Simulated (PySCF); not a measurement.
# C₅H₅F₃Ge: geometry relaxation

- system: C₅H₅F₃Ge
- method: PBE0-D3(BJ)/def2-SVP geometry optimisation, gas phase (PySCF 2.14.0)

It belongs to a series of runs on one base structure; here: H on C replaced by CF3.

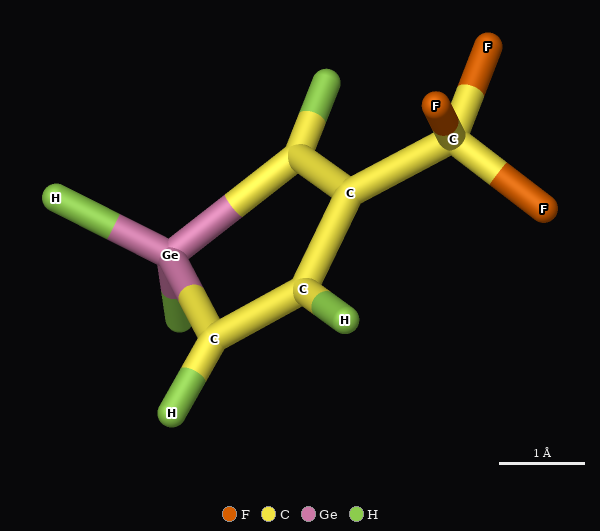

*The input geometry (stick view, seen at a tilt). Sticks mark near contacts.*

**The input**
```
{"job": {"xc": "PBE0", "basis": "def2-SVP", "d3": "d3bj", "grid": 1, "shake": 0.01, "kind": "geom"}, "charge": 0, "multiplicity": 1}
F      2.702640     1.075630     0.422650
C      2.080780    -0.006900    -0.057030
F      2.569030    -1.038790     0.637430
F      2.560540    -0.159860    -1.321400
C      0.587490     0.050270     0.003800
C     -0.099160     1.115160     0.468830
Ge    -1.987430     0.682030     0.328710
C     -1.465930    -1.047280    -0.403170
C     -0.149920    -1.110240    -0.435100
H      0.388020     1.998910     0.838470
H     -2.724170     0.652440     1.649760
H     -2.725130     1.591140    -0.602730
H     -2.138670    -1.854940    -0.726980
H      0.394740    -1.962650    -0.810980
```

The first line tells a small driver script what to run in PySCF; the rest is the geometry in Å.

Machine: 1 CPU thread, shared host.

Command:
```bash
OMP_NUM_THREADS=1 python <driver script> task.json out
```

**The program's output**
```
step   0  E = -2568.64449808  max force = 0.043974
step   1  E = -2568.64794370  max force = 0.021243
step   2  E = -2568.64921454  max force = 0.006869
step   3  E = -2568.64959677  max force = 0.002386
step   4  E = -2568.64964067  max force = 0.001741
step   5  E = -2568.64967534  max force = 0.000770
step   6  E = -2568.64968408  max force = 0.000702
step   7  E = -2568.64969117  max force = 0.000552
step   8  E = -2568.64969205  max force = 0.000509
step   9  E = -2568.64968930  max force = 0.000576
step  10  E = -2568.64969574  max force = 0.000517
step  11  E = -2568.64970024  max force = 0.000344
optimisation converged
```

**Trajectory as extended XYZ (Å, eV, eV/Å), 12 frames, from step=0 to step=11**
```
14
Properties=species:S:1:pos:R:3:forces:R:3 step=0 energy=-69896.37698
F     2.7026    1.0756    0.4227   -0.5711   0.1717   0.0548
C     2.0808   -0.0069   -0.0570    1.5919   0.1892  -0.4396
F     2.5690   -1.0388    0.6374   -0.3202  -0.3293   0.0858
F     2.5605   -0.1599   -1.3214   -0.7486  -0.0186   0.4356
C     0.5875    0.0503    0.0038    0.6449   1.1540   0.4737
C    -0.0992    1.1152    0.4688    0.0108  -0.4147  -0.1205
Ge   -1.9874    0.6820    0.3287    0.5761  -0.4118   0.0597
C    -1.4659   -1.0473   -0.4032   -2.2612  -0.1891   0.0557
C    -0.1499   -1.1102   -0.4351    0.7150  -0.6067  -0.5071
H     0.3880    1.9989    0.8385    0.3138   0.5064   0.1523
H    -2.7242    0.6524    1.6498   -0.1585  -0.0910   0.4071
H    -2.7251    1.5911   -0.6027   -0.3657   0.4226  -0.5486
H    -2.1387   -1.8549   -0.7270    0.3046   0.1291   0.0556
H     0.3947   -1.9627   -0.8110    0.2682  -0.5118  -0.1647
14
Properties=species:S:1:pos:R:3:forces:R:3 step=1 energy=-69896.47074
F     2.6845    1.1712    0.1291    0.3293  -0.0713   0.0575
C     2.0954    0.0487   -0.2619   -1.0924   0.0881  -0.0572
F     2.7219   -0.9952    0.2752    0.2412   0.0542   0.0840
F     2.2054   -0.0500   -1.5902    0.5368  -0.0190  -0.2481
C     0.6207    0.0462    0.0491    0.0187  -0.1345   0.1005
C    -0.0382    1.0887    0.5835   -0.0879   0.0208   0.0782
Ge   -1.9384    0.6468    0.5088   -0.1391   0.0999  -0.0136
C    -1.5018   -1.0775   -0.2763    0.1983   0.0557   0.1020
C    -0.1613   -1.1391   -0.3848   -0.0241   0.0534  -0.0871
H     0.4717    1.9940    0.9199   -0.0359  -0.0178  -0.0639
H    -2.6555    0.5740    1.8732    0.0687   0.0086  -0.0818
H    -2.7235    1.5830   -0.4427    0.0865  -0.0876   0.1254
H    -2.1478   -1.8988   -0.5823   -0.0893  -0.0494  -0.0013
H     0.3705   -2.0048   -0.7942   -0.0107  -0.0011   0.0054
14
Properties=species:S:1:pos:R:3:forces:R:3 step=2 energy=-69896.50533
F     2.6936    1.1537    0.1805   -0.1065   0.3073   0.0361
C     2.0899    0.0549   -0.2590    0.1253   0.0065  -0.0782
F     2.6987   -0.9735    0.3306   -0.0850  -0.3532   0.1454
F     2.3538   -0.0512   -1.5706   -0.1903   0.0242   0.0352
C     0.6036    0.0519   -0.0006    0.2385   0.0215  -0.2523
C    -0.0578    1.0956    0.5319    0.0556   0.0212   0.0670
Ge   -1.9502    0.6405    0.5238   -0.0137  -0.0071  -0.0572
C    -1.5099   -1.0777   -0.2716    0.0034  -0.1481  -0.0147
C    -0.1748   -1.1355   -0.4323   -0.0284   0.1037   0.1227
H     0.4511    2.0065    0.8495    0.0108   0.0013  -0.0041
H    -2.6085    0.5664    1.9102    0.0282  -0.0090   0.0088
H    -2.7717    1.5644   -0.3913   -0.0038  -0.0053   0.0129
H    -2.1646   -1.9058   -0.5493   -0.0224   0.0147   0.0000
H     0.3504   -2.0031   -0.8455   -0.0116   0.0226  -0.0216
14
Properties=species:S:1:pos:R:3:forces:R:3 step=3 energy=-69896.51573
F     2.6831    1.1597    0.1906   -0.0044   0.0005  -0.0158
C     2.0888    0.0546   -0.2557    0.0229   0.0078  -0.0631
F     2.6640   -0.9886    0.3514    0.0177  -0.0346   0.0114
F     2.3644   -0.0565   -1.5642   -0.0419   0.0063   0.1080
C     0.6054    0.0638   -0.0201   -0.0033   0.0313  -0.1227
C    -0.0536    1.1069    0.5157   -0.0394  -0.0101   0.0305
Ge   -1.9435    0.6340    0.5259   -0.0298   0.0051  -0.0433
C    -1.5101   -1.0866   -0.2712    0.0207   0.0435   0.0489
C    -0.1762   -1.1233   -0.4424    0.0478  -0.0837   0.0395
H     0.4541    2.0195    0.8299    0.0033  -0.0047   0.0145
H    -2.5774    0.5569    1.9221    0.0113  -0.0028   0.0336
H    -2.7834    1.5522   -0.3748   -0.0283   0.0140  -0.0081
H    -2.1636   -1.9191   -0.5401    0.0165   0.0283  -0.0038
H     0.3517   -1.9863   -0.8609    0.0069  -0.0010  -0.0298
14
Properties=species:S:1:pos:R:3:forces:R:3 step=4 energy=-69896.51692
F     2.6797    1.1649    0.1861    0.0277  -0.0594  -0.0040
C     2.0885    0.0563   -0.2572   -0.0269   0.0294  -0.0207
F     2.6561   -0.9886    0.3577    0.0283   0.0541  -0.0088
F     2.3669   -0.0608   -1.5622    0.0261  -0.0084   0.0215
C     0.6052    0.0679   -0.0323   -0.0382   0.0262   0.0050
C    -0.0583    1.1071    0.5084    0.0371   0.0043  -0.0075
Ge   -1.9473    0.6333    0.5292    0.0238  -0.0003  -0.0307
C    -1.5020   -1.0841   -0.2653   -0.0242  -0.0895  -0.0118
C    -0.1695   -1.1260   -0.4474   -0.0386   0.0534   0.0474
H     0.4490    2.0190    0.8255    0.0064  -0.0029   0.0115
H    -2.5656    0.5530    1.9337    0.0124  -0.0028   0.0067
H    -2.8004    1.5483   -0.3647   -0.0092  -0.0120   0.0059
H    -2.1555   -1.9166   -0.5310   -0.0139  -0.0029  -0.0111
H     0.3569   -1.9864   -0.8740   -0.0108   0.0108  -0.0035
14
Properties=species:S:1:pos:R:3:forces:R:3 step=5 energy=-69896.51787
F     2.6845    1.1664    0.1786   -0.0100  -0.0120   0.0019
C     2.0886    0.0592   -0.2607    0.0167   0.0058   0.0074
F     2.6556   -0.9827    0.3600   -0.0028   0.0219   0.0030
F     2.3706   -0.0655   -1.5632    0.0086  -0.0035  -0.0306
C     0.6043    0.0738   -0.0376   -0.0396  -0.0019   0.0335
C    -0.0595    1.1111    0.5054    0.0156   0.0067  -0.0165
Ge   -1.9474    0.6289    0.5314   -0.0010   0.0072  -0.0076
C    -1.5036   -1.0894   -0.2629    0.0066   0.0025   0.0193
C    -0.1711   -1.1218   -0.4469   -0.0004  -0.0107  -0.0203
H     0.4468    2.0228    0.8250    0.0009  -0.0007   0.0072
H    -2.5550    0.5465    1.9410    0.0098   0.0022   0.0010
H    -2.8114    1.5399   -0.3570   -0.0010  -0.0129   0.0100
H    -2.1553   -1.9233   -0.5282   -0.0029  -0.0037  -0.0097
H     0.3565   -1.9787   -0.8786   -0.0005  -0.0009   0.0013
14
Properties=species:S:1:pos:R:3:forces:R:3 step=6 energy=-69896.51810
F     2.6767    1.1757    0.1726   -0.0052   0.0138  -0.0132
C     2.0869    0.0648   -0.2648    0.0146  -0.0220   0.0192
F     2.6572   -0.9704    0.3640   -0.0055  -0.0044  -0.0097
F     2.3741   -0.0649   -1.5657    0.0016   0.0000  -0.0163
C     0.6017    0.0741   -0.0438    0.0264   0.0061   0.0169
C    -0.0591    1.1124    0.5002   -0.0361  -0.0101  -0.0119
Ge   -1.9453    0.6243    0.5366   -0.0063   0.0097   0.0052
C    -1.5037   -1.0940   -0.2597    0.0012   0.0114   0.0183
C    -0.1722   -1.1236   -0.4507    0.0083   0.0076  -0.0135
H     0.4482    2.0234    0.8202   -0.0028  -0.0068   0.0010
H    -2.5391    0.5415    1.9519    0.0031   0.0001   0.0029
H    -2.8206    1.5306   -0.3444   -0.0048  -0.0064   0.0037
H    -2.1561   -1.9281   -0.5237    0.0016   0.0007  -0.0053
H     0.3550   -1.9788   -0.8862    0.0039   0.0005   0.0027
14
Properties=species:S:1:pos:R:3:forces:R:3 step=7 energy=-69896.51830
F     2.6749    1.1851    0.1558   -0.0003   0.0259  -0.0152
C     2.0868    0.0703   -0.2734   -0.0006  -0.0072   0.0284
F     2.6593   -0.9591    0.3628   -0.0100  -0.0098  -0.0180
F     2.3735   -0.0682   -1.5738   -0.0117   0.0008   0.0032
C     0.6012    0.0792   -0.0494    0.0217  -0.0193  -0.0083
C    -0.0629    1.1149    0.4952   -0.0078   0.0045   0.0006
Ge   -1.9461    0.6174    0.5465    0.0008  -0.0033   0.0083
C    -1.5009   -1.0984   -0.2532    0.0009   0.0096   0.0089
C    -0.1706   -1.1208   -0.4534    0.0055  -0.0057  -0.0106
H     0.4425    2.0266    0.8163   -0.0028   0.0007  -0.0008
H    -2.5219    0.5319    1.9689   -0.0011  -0.0007   0.0040
H    -2.8385    1.5151   -0.3249   -0.0050   0.0031  -0.0016
H    -2.1513   -1.9342   -0.5171    0.0069   0.0038   0.0004
H     0.3577   -1.9727   -0.8940    0.0035  -0.0024   0.0007
14
Properties=species:S:1:pos:R:3:forces:R:3 step=8 energy=-69896.51832
F     2.6679    1.2090    0.1166   -0.0001   0.0141   0.0025
C     2.0841    0.0846   -0.2927   -0.0211  -0.0037   0.0004
F     2.6680   -0.9344    0.3492   -0.0030  -0.0022   0.0032
F     2.3611   -0.0679   -1.5937   -0.0166   0.0055  -0.0091
C     0.5998    0.0857   -0.0577    0.0262  -0.0171  -0.0173
C    -0.0678    1.1173    0.4906    0.0097   0.0046   0.0144
Ge   -1.9453    0.6028    0.5682    0.0056  -0.0134   0.0147
C    -1.4947   -1.1084   -0.2381   -0.0016   0.0031  -0.0103
C    -0.1669   -1.1195   -0.4558    0.0010  -0.0021   0.0002
H     0.4345    2.0304    0.8122   -0.0022   0.0072  -0.0080
H    -2.4910    0.5128    2.0024   -0.0068  -0.0031   0.0014
H    -2.8667    1.4867   -0.2866    0.0015   0.0093  -0.0033
H    -2.1419   -1.9468   -0.5019    0.0059  -0.0001   0.0106
H     0.3627   -1.9653   -0.9064    0.0016  -0.0022   0.0006
14
Properties=species:S:1:pos:R:3:forces:R:3 step=9 energy=-69896.51825
F     2.6591    1.2319    0.0772    0.0068   0.0052   0.0065
C     2.0799    0.0992   -0.3155   -0.0296   0.0118  -0.0192
F     2.6799   -0.9104    0.3257    0.0070  -0.0035   0.0034
F     2.3400   -0.0602   -1.6196   -0.0083   0.0040   0.0070
C     0.5991    0.0900   -0.0628    0.0034  -0.0085  -0.0217
C    -0.0708    1.1170    0.4917    0.0223   0.0017   0.0211
Ge   -1.9432    0.5883    0.5911    0.0066  -0.0173   0.0163
C    -1.4882   -1.1186   -0.2216   -0.0020  -0.0025  -0.0243
C    -0.1630   -1.1199   -0.4547   -0.0054   0.0007   0.0080
H     0.4283    2.0327    0.8106   -0.0011   0.0098  -0.0127
H    -2.4679    0.4942    2.0330   -0.0084  -0.0045  -0.0011
H    -2.8850    1.4631   -0.2511    0.0080   0.0096  -0.0017
H    -2.1323   -1.9596   -0.4841    0.0020  -0.0054   0.0178
H     0.3677   -1.9606   -0.9137   -0.0012  -0.0012   0.0005
14
Properties=species:S:1:pos:R:3:forces:R:3 step=10 energy=-69896.51842
F     2.6557    1.2384    0.0664    0.0052  -0.0050   0.0042
C     2.0776    0.1041   -0.3241   -0.0136   0.0128  -0.0266
F     2.6843   -0.9045    0.3125    0.0083   0.0005   0.0015
F     2.3298   -0.0530   -1.6300    0.0020   0.0026   0.0065
C     0.5990    0.0901   -0.0639   -0.0123   0.0053  -0.0062
C    -0.0702    1.1156    0.4943    0.0145  -0.0058   0.0193
Ge   -1.9415    0.5839    0.5993    0.0034  -0.0104   0.0113
C    -1.4864   -1.1220   -0.2157   -0.0020  -0.0015  -0.0233
C    -0.1620   -1.1212   -0.4531   -0.0054   0.0024   0.0075
H     0.4281    2.0330    0.8101   -0.0005   0.0066  -0.0117
H    -2.4650    0.4881    2.0415   -0.0055  -0.0038  -0.0017
H    -2.8845    1.4596   -0.2413    0.0084   0.0045   0.0009
H    -2.1299   -1.9641   -0.4759   -0.0006  -0.0082   0.0174
H     0.3687   -1.9609   -0.9139   -0.0019   0.0000   0.0009
14
Properties=species:S:1:pos:R:3:forces:R:3 step=11 energy=-69896.51854
F     2.6553    1.2374    0.0698   -0.0002  -0.0067  -0.0025
C     2.0770    0.1041   -0.3240    0.0069   0.0052  -0.0166
F     2.6837   -0.9058    0.3110    0.0047   0.0011  -0.0036
F     2.3299   -0.0502   -1.6299    0.0047   0.0023   0.0004
C     0.5988    0.0893   -0.0641   -0.0132   0.0135   0.0026
C    -0.0691    1.1151    0.4949   -0.0011  -0.0121   0.0172
Ge   -1.9408    0.5842    0.5987    0.0000  -0.0038   0.0118
C    -1.4871   -1.1222   -0.2159   -0.0022   0.0067  -0.0177
C    -0.1626   -1.1220   -0.4527   -0.0004   0.0004   0.0035
H     0.4296    2.0329    0.8091   -0.0011   0.0025  -0.0100
H    -2.4682    0.4879    2.0396   -0.0029  -0.0020  -0.0022
H    -2.8796    1.4632   -0.2433    0.0054   0.0008   0.0012
H    -2.1309   -1.9646   -0.4742   -0.0001  -0.0081   0.0145
H     0.3679   -1.9623   -0.9127   -0.0005   0.0003   0.0016
```

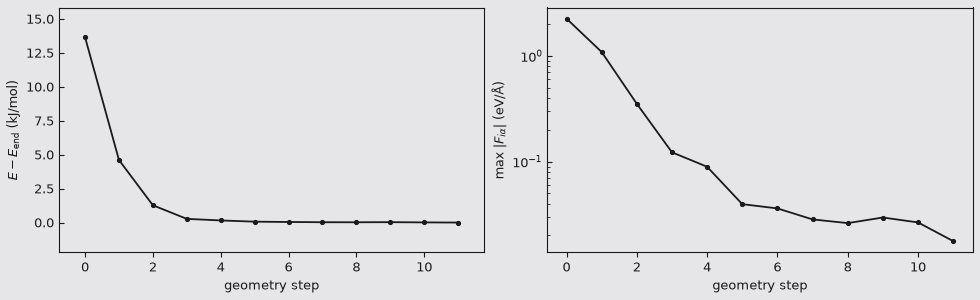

*Progress of the relaxation, step by step (steps are counted from 0).*

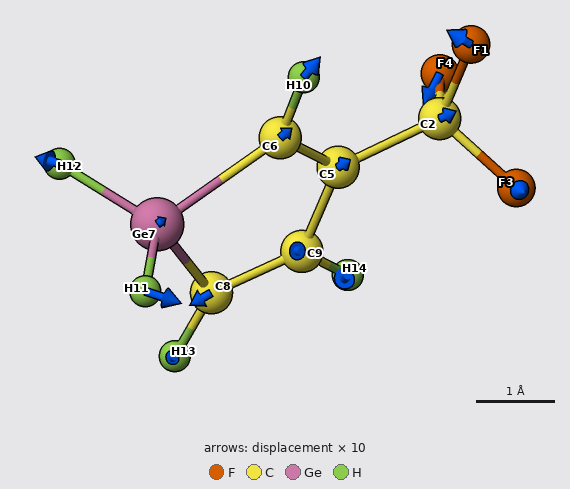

*The starting structure with the displacements as blue arrows, magnified 10 times (ball-and-stick view, seen at a tilt). The two geometries are laid on each other by the best rigid fit.*

Over 11 geometry steps the energy falls by 13.7 kJ/mol. The largest force component goes from 2.3 to 0.018 eV/Å. The largest move after the best rigid fit is that of H11, 0.053 Å. By element the largest moves are H 0.053 Å, F 0.050 Å, C 0.034 Å, Ge 0.015 Å. Distances before and after: Ge7–H12 1.496 → 1.537 Å, C5–C9 1.443 → 1.483 Å, C8–C9 1.318 → 1.345 Å, Ge7–H11 1.513 → 1.537 Å. Among the angles that change: Ge7–C8–H13 126.8° → 129.7°, F1–C2–F4 105.1° → 107.7°, F4–C2–C5 113.2° → 110.7°. (Atoms are counted from 1 in the order of the input.)

**Key numbers**

| quantity | value |
| --- | --- |
| outcome | converged |
| total energy | −2568.649700 hartree |
| dipole moment | 2.28 D |
| point group | Cs |
| wall time | 3.3 min |
| peak memory | 0.72 GiB |
